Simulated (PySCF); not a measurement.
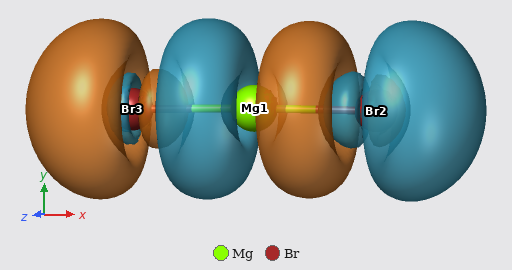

*Br2Mg. Change of the electron density in a uniform field of 0.51 V/Å, surfaces at ±0.002 e/Å³ (light blue: gain, orange: loss).*

Level of theory: r2SCAN/def2-SVPD (PySCF), at a geometry from GFN2-xTB. No frequency check shows the geometry to be a minimum. GFN2-xTB bond lengths at metals and heavier atoms can be off by up to 0.1 Å and shapes distorted, which carries into these values.

Q: Along which Cartesian direction does the field point?

A: Along −x: electrons gather on the +x side, against the field.

Q: What dipole is induced, and what polarisability does it imply?

A: The induced dipole is 2.25 D (along the field); α along this axis, from the fields in both directions, is 88 bohr³ (13.1 Å³).

Q: Which atoms gain and lose the most charge?

A: Electrons gather most on Br2 (Hirshfeld charge changes by −0.062 e) and leave Br3 most (+0.070 e); 0.157 electrons are displaced in all.
